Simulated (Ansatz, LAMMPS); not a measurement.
# Glassy 69SiO2-19Al2O3-6SrO-6Li2O (mol %) (106 atoms): geometry optimisation

Wanted: the relaxed structure of glassy 69SiO2-19Al2O3-6SrO-6Li2O (mol %) (106 atoms) and its electronic structure.

Program: Ansatz 0.2.0. Level of theory: Kohn-Sham DFT, PBE, PAW (set soft_2), plane waves. Results are calculated unless marked as measured.

## Step 1: Starting point

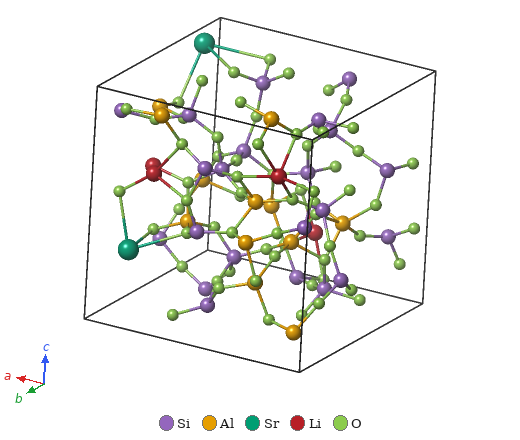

The starting structure, seen from a free direction (silicon purple, aluminium orange, strontium teal, lithium red, oxygen green). Bonds to atoms that aren't drawn are left out.

The cell holds 106 atoms: 22 Si, 12 Al, 2 Sr, 4 Li and 66 O. Its edges and angles: a = 11.040 Å, b = 11.040 Å, c = 11.040 Å, α = 90.0°, β = 90.0°, γ = 90.0°. 106 atoms (22 Si, 12 Al, 2 Sr, 4 Li, 66 O) placed at random at 2.72 g/cm³, melted at 4000 K for 10 ps at fixed volume with the Morse and Coulomb pair potential with partial charges (Pedone, Malavasi, Menziani, Cormack and Segre, J. Phys. Chem. B 110, 11780 (2006)). Quenched from 4000 K to 300 K at 50 K/ps and fixed volume, held 5 ps.

Limits known from the start: The quench rate of 50 K/ps far exceeds what a furnace or splat quench reaches, so expect more defects and frozen-in strain than in a real sample. The starting topology of bonds comes from the classical model. The Brillouin zone is sampled at Γ only, in a cell whose shortest periodic width is 11 Å.

## Step 2: Single point at the start

The forces at the start show how far the geometry lies from a minimum of this functional.

input.yaml reads:

```yaml
crystal:
  lattice:
    - [11.0396, 0.0, 0.0]
    - [0.0, 11.0396, 0.0]
    - [0.0, 0.0, 11.0396]
  atoms:
    - { symbol: Si, position: [0.75704, 0.44225, 0.02002] }
    - { symbol: Si, position: [0.03673, 0.95852, 0.60122] }
    - { symbol: Si, position: [0.1407, 0.06301, 0.27371] }
    - { symbol: Si, position: [0.69401, 0.30319, 0.58621] }
    [... 96 atom lines left out ...]
    - { symbol: O, position: [0.27567, 0.50348, 0.03463] }
    - { symbol: O, position: [0.25354, 0.67284, 0.86993] }
    - { symbol: O, position: [0.66324, 0.87571, 0.05799] }
    - { symbol: O, position: [0.04362, 0.78805, 0.22368] }
    - { symbol: O, position: [0.46108, 0.49147, 0.27369] }
    - { symbol: O, position: [0.02335, 0.10472, 0.62842] }
kpoints:
  mp_grid: { grid: [1, 1, 1] }
hamiltonian:
  xc: pbe
scf:
  occupations: { method: fixed }
output:
  forces: true
  stress: true
  populations: intrinsic
  dos:
    method: { smearing: { sigma: 0.1 } }
    de: 0.1
    projected: { site_lists: { Al: [Al], Li: [Li], O: [O], Si: [Si], Sr: [Sr] } }
  eigenvalues: true
```

On the command line:

```console
$ ansatz run input.yaml --threads 4 --pin off --max-ram 8192MiB --backend cpu --events-out ev --progress --plain --runs-dir out
```

The job ended after 21 s (4 threads of Arm Neoverse V2, shared host; peak memory 1.7 GiB).

Read from the output:

| Property | Result |
| --- | --- |
| free energy | -65914.9966 eV |
| free energy per atom | -621.8396 eV/atom |
| SCF cycles | 9 |
| pressure | 7.333 GPa |
| r.m.s. force component | 1.297 eV/Å |
| longest force | 5.032 eV/Å |
| Fermi energy | 3.799 eV |
| gap (highest filled to lowest empty level) | 3.722 eV |

The r.m.s. force component of 1.3 eV/Å and the pressure of 7.3 GPa set the starting point.

Length of the force by element:

| element | coordination | atoms | mean length of the force (eV/Å) | spread | least | most |
| --- | --- | --- | --- | --- | --- | --- |
| Al | all | 12 | 1.85 | 1.11 | 0.604 | 3.84 |
| Li | all | 4 | 0.638 | 0.486 | 0.181 | 1.43 |
| O | all | 66 | 1.87 | 0.949 | 0.414 | 4.76 |
| Si | all | 22 | 2.72 | 1.05 | 0.842 | 5.03 |
| Sr | all | 2 | 0.418 | 0.0261 | 0.392 | 0.444 |

## Step 3: Relaxation

The atoms are relaxed in the fixed cell, aiming at the force tolerance of the input.

input.yaml, the sections that differ from step 2:

```yaml
output:
  forces: true
relax:
  f_tol: 0.03
  max_steps: 200
# crystal, kpoints, hamiltonian, scf: as in step 2
```

Wall time 2.4 min (4 threads); peak memory 1.6 GiB; 9 min of CPU time.

Relaxation path:

| step | energy less that of the first step (eV) | largest force component (eV/Å) |
| --- | --- | --- |
| 1 | 0.0000 | 4.5030 |
| 2 | -4.2702 | 3.0678 |
| 3 | -7.4957 | 1.0702 |
| 4 | -7.9641 | 0.6153 |
| 5 | -8.3444 | 0.4348 |
| 6 | -8.4748 | 0.3259 |
| 7 | -8.5471 | 0.2857 |
| 8 | -8.6071 | 0.2072 |
| 9 | -8.6540 | 0.1546 |
| 10 | -8.6778 | 0.1683 |
| 11 | -8.7001 | 0.1473 |
| 12 | -8.7130 | 0.1124 |
| 13 | -8.7210 | 0.0741 |
| 14 | -8.7206 | 0.0638 |
| 15 | -8.7256 | 0.0379 |
| 16 | -8.7259 | 0.0409 |
| 17 | -8.7268 | 0.0295 |

Relaxation step 14 was tried and not accepted.

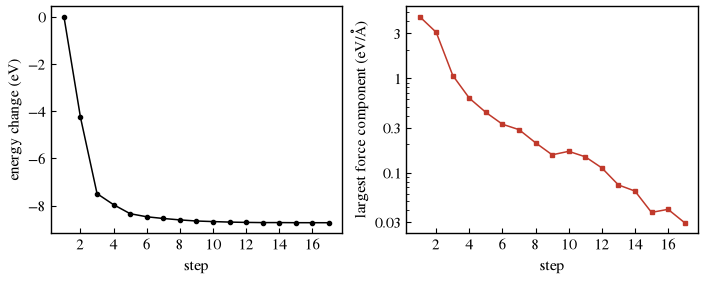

Energy and largest force along the relaxation.

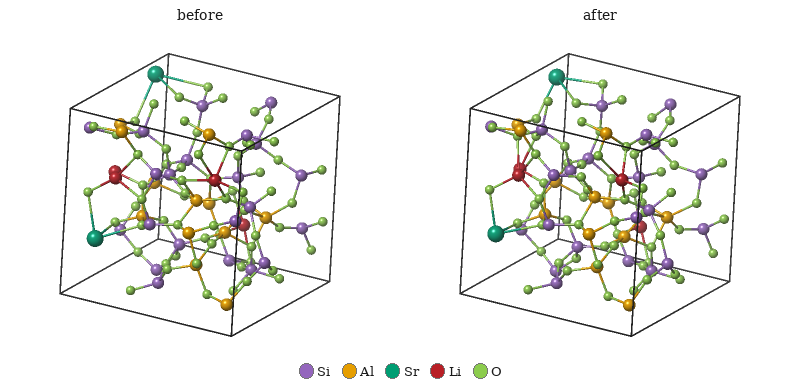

Before and after, at one scale. Bonds to atoms that aren't drawn are left out.

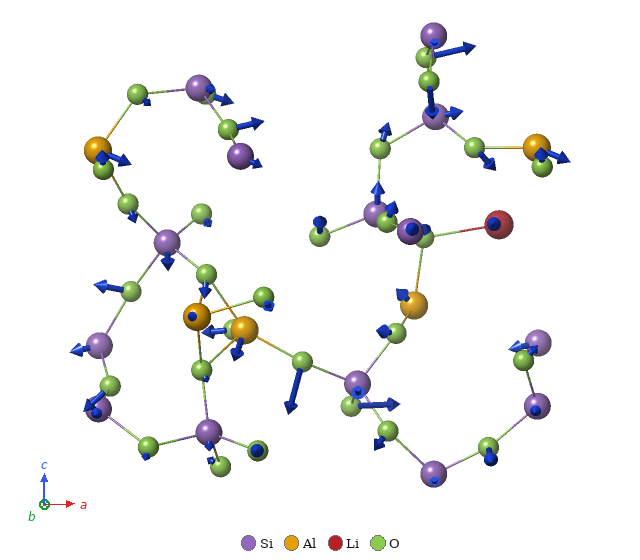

Displacements in the relaxation, exaggerated; the longest in the cell stands for 0.44 Å. Drawn is a slice 4 Å thick, seen along the normal of the ac plane. Bonds to atoms that aren't drawn are left out.

The atoms that moved most (Å):

| atom | dx | dy | dz | length |
| --- | --- | --- | --- | --- |
| O105 | -0.094 | 0.155 | -0.405 | 0.443 |
| Li38 | 0.309 | -0.209 | -0.239 | 0.443 |
| Li40 | -0.247 | -0.358 | -0.031 | 0.436 |
| O87 | -0.036 | 0.345 | -0.262 | 0.434 |
| Li37 | -0.073 | -0.423 | 0.043 | 0.432 |
| O88 | 0.368 | 0.155 | 0.001 | 0.399 |
| O106 | 0.017 | -0.059 | 0.391 | 0.396 |
| O48 | -0.003 | -0.372 | -0.080 | 0.381 |

The relaxation changed the energy by -82.3 meV/atom, and atoms moved by 0.22 Å r.m.s., 0.44 Å at most.

## Step 4: Local order after relaxation

Density 2.72 g/cm³, 12.69 Å³ an atom.

g(r), total and by pair (bins of 0.2 Å):

| r (Å) | total | O-O | O-Si | O-Al | O-Li | O-Sr | Si-Si |
| --- | --- | --- | --- | --- | --- | --- | --- |
| 1.50 | 0.23 | 0.00 | 0.89 | 0.00 | 0.00 | 0.00 | 0.00 |
| 1.70 | 3.92 | 0.00 | 11.20 | 7.25 | 0.00 | 0.00 | 0.00 |
| 1.90 | 0.51 | 0.00 | 0.00 | 2.89 | 2.22 | 0.00 | 0.00 |
| 2.10 | 0.22 | 0.00 | 0.00 | 0.32 | 3.79 | 0.00 | 0.00 |
| 2.30 | 0.12 | 0.04 | 0.00 | 0.00 | 1.89 | 0.72 | 0.00 |
| 2.50 | 0.50 | 1.03 | 0.00 | 0.00 | 0.65 | 2.50 | 0.00 |
| 2.70 | 1.83 | 4.29 | 0.00 | 0.09 | 0.27 | 2.79 | 0.00 |
| 2.90 | 1.02 | 1.75 | 0.39 | 0.32 | 0.00 | 0.51 | 1.86 |
| 3.10 | 1.09 | 1.01 | 0.35 | 0.43 | 0.62 | 0.44 | 3.67 |
| 3.30 | 0.86 | 0.54 | 0.84 | 0.99 | 0.75 | 1.11 | 0.43 |
| 3.50 | 0.78 | 0.61 | 0.86 | 1.10 | 1.15 | 0.32 | 0.00 |
| 3.70 | 0.81 | 0.52 | 1.30 | 1.03 | 1.02 | 0.31 | 0.00 |
| 3.90 | 1.00 | 0.63 | 1.52 | 1.19 | 1.74 | 1.33 | 0.45 |
| 4.10 | 1.28 | 0.76 | 2.09 | 1.65 | 1.44 | 0.48 | 1.56 |
| 4.30 | 1.21 | 0.77 | 1.60 | 1.93 | 1.32 | 1.33 | 1.08 |
| 4.50 | 1.02 | 1.10 | 0.93 | 1.24 | 0.79 | 0.80 | 1.42 |
| 4.70 | 0.97 | 1.05 | 0.63 | 0.92 | 1.30 | 2.72 | 1.80 |
| 4.90 | 1.10 | 1.52 | 0.86 | 0.62 | 0.93 | 1.20 | 0.65 |
| 5.10 | 1.04 | 1.42 | 0.62 | 0.47 | 0.78 | 0.78 | 1.52 |
| 5.30 | 0.92 | 1.17 | 0.72 | 0.70 | 0.51 | 0.88 | 0.94 |

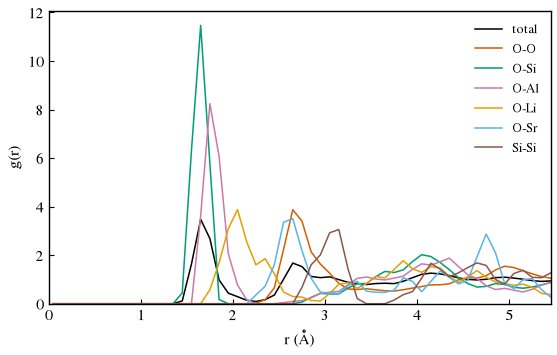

Pair distribution functions, lightly smoothed.

## Step 5: Single point at the relaxed geometry

The electronic structure is read at the final geometry, in a run of its own.

input.yaml reads:

```yaml
crystal:
  lattice:
    - [11.0396, 0.0, 0.0]
    - [0.0, 11.0396, 0.0]
    - [0.0, 0.0, 11.0396]
  atoms:
    - { symbol: Si, position: [0.75805, 0.44914, 0.01551] }
    - { symbol: Si, position: [0.03375, 0.95558, 0.62094] }
    - { symbol: Si, position: [0.13151, 0.06616, 0.27335] }
    - { symbol: Si, position: [0.69454, 0.28902, 0.5892] }
    [... 96 atom lines left out ...]
    - { symbol: O, position: [0.27056, 0.50627, 0.03782] }
    - { symbol: O, position: [0.26938, 0.6722, 0.86484] }
    - { symbol: O, position: [0.66228, 0.90303, 0.07058] }
    - { symbol: O, position: [0.03814, 0.79774, 0.23682] }
    - { symbol: O, position: [0.45257, 0.50547, 0.23703] }
    - { symbol: O, position: [0.02485, 0.09939, 0.66382] }
kpoints:
  mp_grid: { grid: [1, 1, 1] }
hamiltonian:
  xc: pbe
scf:
  occupations: { method: fixed }
output:
  forces: true
  stress: true
  populations: intrinsic
  dos:
    method: { smearing: { sigma: 0.1 } }
    de: 0.1
    projected: { site_lists: { Al: [Al], Li: [Li], O: [O], Si: [Si], Sr: [Sr] } }
  eigenvalues: true
  write_density: true
  write_potential: true
  volumetric_format: npy
```

The job ended after 21 s (4 threads; peak memory 1.7 GiB; 79 s of CPU time).

Read from the output:

```
free energy                                      : -65923.7234 eV
free energy per atom                             : -621.9219 eV/atom
SCF cycles                                       : 9
pressure                                         : 0.9524 GPa
r.m.s. force component                           : 0.00715 eV/Å
longest force                                    : 0.03204 eV/Å
Fermi energy                                     : 3.455 eV
gap (highest filled to lowest empty level) : 4.346 eV
```

Intrinsic-atomic-orbital charges by element:

| element | coordination | atoms | mean charge (e) | spread | least | most |
| --- | --- | --- | --- | --- | --- | --- |
| Al | all | 12 | 1.33 | 0.0244 | 1.28 | 1.37 |
| Li | all | 4 | 0.827 | 0.0162 | 0.802 | 0.847 |
| O | all | 66 | -0.919 | 0.05 | -1.11 | -0.829 |
| Si | all | 22 | 1.71 | 0.0243 | 1.66 | 1.75 |
| Sr | all | 2 | 1.85 | 0.0085 | 1.84 | 1.86 |

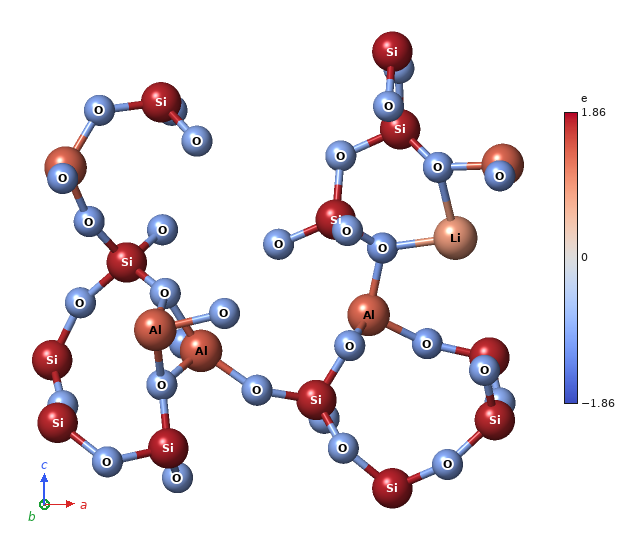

Atoms coloured by intrinsic-atomic-orbital charge. Drawn is a slice 4 Å thick, seen along the normal of the ac plane.

Density of states as counts of states in windows of 1 eV (from the Fermi level), total and the larger projections:

| from (eV) | to (eV) | total | O p | Si p |
| --- | --- | --- | --- | --- |
| -10 | -9 | 0.3 | 0.2 | 0.0 |
| -9 | -8 | 13.3 | 8.8 | 0.6 |
| -8 | -7 | 14.8 | 10.2 | 1.0 |
| -7 | -6 | 21.3 | 15.5 | 2.3 |
| -6 | -5 | 35.7 | 27.3 | 4.7 |
| -5 | -4 | 47.3 | 37.3 | 4.9 |
| -4 | -3 | 50.1 | 42.4 | 2.8 |
| -3 | -2 | 69.7 | 63.1 | 2.0 |
| -2 | -1 | 86.4 | 81.4 | 1.4 |
| -1 | 0 | 55.1 | 53.0 | 0.5 |
| 0 | 1 | 2.1 | 2.0 | 0.0 |
| 1 | 4 | 0.0 | 0.0 | 0.0 |
| 4 | 5 | 2.0 | 0.0 | 0.0 |

With fixed occupations the program's Fermi level is the highest filled level; weight inside the gap is the broadening of levels at its edges.

Between -26 and -10 eV lie 144 more states.

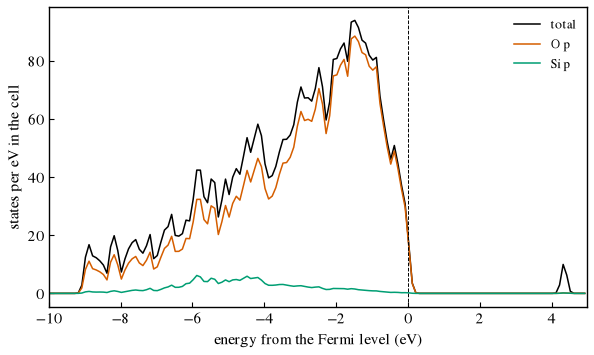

Total and projected density of states, with the broadening of the input.

The levels nearest the highest filled one (over half full), pooled over k-points and spins:

| level less the highest filled one (eV) | occupation |
| --- | --- |
| -0.301 | 2 |
| -0.221 | 2 |
| -0.178 | 2 |
| -0.133 | 2 |
| -0.0616 | 2 |
| 0 | 2 |
| 4.35 | 0 |
| 5.73 | 0 |
| 5.89 | 0 |
| 5.95 | 0 |
| 6.15 | 0 |
| 6.25 | 0 |

Mean intrinsic-atomic-orbital charges: Al +1.33, Li +0.83, O -0.92, Si +1.71, Sr +1.85 e.

## Step 6: Summary of results

| Quantity | Value |
| --- | --- |
| energy change in the relaxation | -82.33 meV/atom |
| r.m.s. displacement | 0.216 Å |
| largest displacement | 0.443 Å |
| free energy per atom | -621.9219 eV/atom |
| pressure | 0.9524 GPa |
| r.m.s. force component | 0.00715 eV/Å |
| gap (highest filled to lowest empty level) | 4.346 eV |
| wall time of the 3 DFT runs | 3.1 min |

Relaxation lowers the energy by 82.3 meV/atom and moves atoms by 0.22 Å r.m.s.; the r.m.s. force component goes from 1.3 to 0.0072 eV/Å, the pressure goes from 7.3 to 0.95 GPa, and the gap from 3.72 to 4.35 eV. First to last step the energy falls by 8.727 eV; the largest move, 0.44 Å, is that of O105, with 3 other atoms within 2 % of it. Filled and empty levels are parted by 4.35 eV (at Γ alone); a semilocal functional tends to put such gaps too low. In a disordered cell it changes from sample to sample, and tail or defect levels can set it.

Caveats: The starting topology of bonds comes from the classical model; in DFT atoms moved by 0.22 Å r.m.s.

[Logs are printed without paths, hosts, clocks, repeated set-up lines and the standing remarks that a program may print on its own settings, such as how far it seeks lower states.]

[Hosts, paths, dates, database ids (printed as entryN), source tags and the programs' standing remarks are cut or masked in the printed files.]
